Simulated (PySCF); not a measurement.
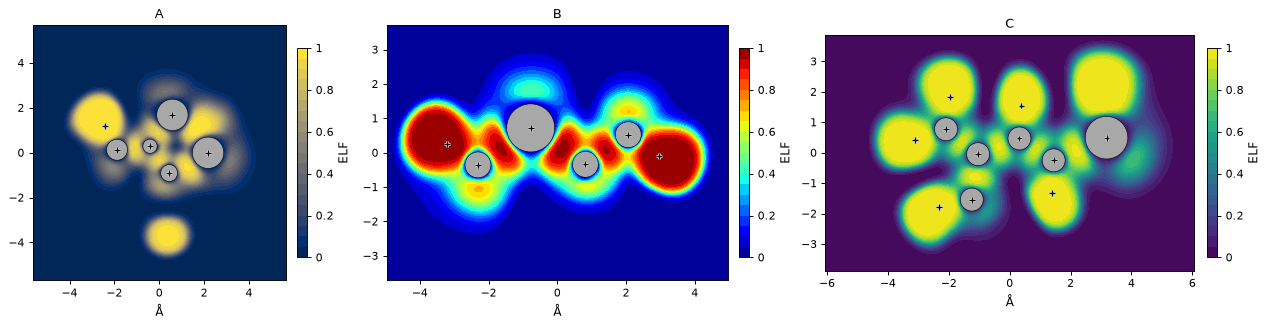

The electron localisation function of 3 systems, each on a plane through atoms (crosses mark nuclei in the plane; grey discs cover the cores).

These are results of PySCF, PBE0/pcSseg-1, SCF density, gas phase, non-relativistic, not measurements.

System 1: C₂H₁₂BN₃Si₂, the plane of atoms C3, N6 and Si5. Geometry: GFN2-xTB.

```xyz
20

N    -1.0205    2.5808   -0.4458
C    -0.7992    1.4475    0.0739
C    -0.8455    0.1108   -0.5276
Si   -2.3508   -0.9129    0.1958
Si   -0.4375   -2.0532    0.8454
N     0.2364   -0.7628   -0.0634
B     1.6250   -0.5175   -0.5373
N     2.1465    0.8862    0.2542
H    -1.2573    2.5350   -1.4378
H    -0.5619    1.4591    1.1397
H    -0.8528    0.1858   -1.6222
H    -3.2474   -1.2949   -0.9041
H    -3.1745   -0.0722    1.0774
H    -0.2065   -3.4171    0.3436
H    -0.0197   -2.0412    2.2648
H     1.6911   -0.2290   -1.6949
H     2.3728   -1.3725   -0.1862
H     2.1580    0.7161    1.2537
H     3.0692    1.1474   -0.0731
H     1.4694    1.6155    0.0407
```

System 2: C₅H₁₀BFSi (SMILES B[SiH2]/C=C/C(=C)CF), the plane of atoms C5, C6 and H15. Geometry: GFN2-xTB.

```
atom    x (Å)    y (Å)    z (Å)
   B  -2.8725  -0.9608   1.9078
  Si  -1.6690   0.5816   1.9146
   C  -0.1691   0.1244   0.8576
   C   0.0532   0.5931  -0.3718
   C   1.1626   0.2441  -1.2453
   C   1.2774   0.7749  -2.4634
   C   2.1961  -0.7309  -0.7462
   F   1.6422  -1.9664  -0.4827
   H  -3.7748  -1.0351   1.1667
   H  -2.7024  -1.8710   2.6227
   H  -1.1087   0.9754   3.2237
   H  -2.1918   1.8416   1.3512
   H   0.5170  -0.5998   1.2772
   H  -0.6402   1.3080  -0.7965
   H   0.5600   1.4870  -2.8338
   H   2.0880   0.5220  -3.1252
   H   2.9776  -0.8957  -1.4942
   H   2.6454  -0.3860   0.1926
```

System 3: C₄H₁₁ClSi (SMILES C[SiH2]C(C)(C)Cl), the plane of atoms C1, Si2 and C3. Geometry: PBE0-D3(BJ)/def2-SVP.

```yaml
atoms:
  - { symbol: C, position_ang: [2.2340, -0.3304, -1.2867] }
  - { symbol: Si, position_ang: [0.9479, 0.4835, -0.1938] }
  - { symbol: C, position_ang: [-0.6311, 0.9186, -1.1832] }
  - { symbol: C, position_ang: [-1.2410, -0.2886, -1.8748] }
  - { symbol: C, position_ang: [-1.6446, 1.6561, -0.3259] }
  - { symbol: Cl, position_ang: [-0.0534, 2.0733, -2.4831] }
  - { symbol: H, position_ang: [1.9013, -1.3249, -1.6209] }
  - { symbol: H, position_ang: [3.1865, -0.4516, -0.7488] }
  - { symbol: H, position_ang: [2.4128, 0.2943, -2.1751] }
  - { symbol: H, position_ang: [1.4678, 1.7457, 0.4132] }
  - { symbol: H, position_ang: [0.5351, -0.4431, 0.9126] }
  - { symbol: H, position_ang: [-2.1093, 0.0114, -2.4834] }
  - { symbol: H, position_ang: [-0.5186, -0.7893, -2.5349] }
  - { symbol: H, position_ang: [-1.5866, -1.0155, -1.1215] }
  - { symbol: H, position_ang: [-1.9987, 0.9970, 0.4838] }
  - { symbol: H, position_ang: [-1.2098, 2.5579, 0.1291] }
  - { symbol: H, position_ang: [-2.5167, 1.9610, -0.9271] }
```

### Match each panel to its system.

Panel A is system 1, C₂H₁₂BN₃Si₂: the plane holds C, Si, N, B and H. B–N (1.49 Å): the ELF peaks at about 0.95 between the atoms; a shared but strongly polarised pair. Panel B is system 3, C₄H₁₁ClSi: the plane holds C, Si and H. C–C (1.52 Å): the ELF peaks at about 0.95 between the atoms: a covalent bond. Panel C is system 2, C₅H₁₀BFSi: the plane holds Si, C and H. C–C (1.33 Å): the ELF peaks at about 0.95 between the atoms: a short, multiple covalent bond.
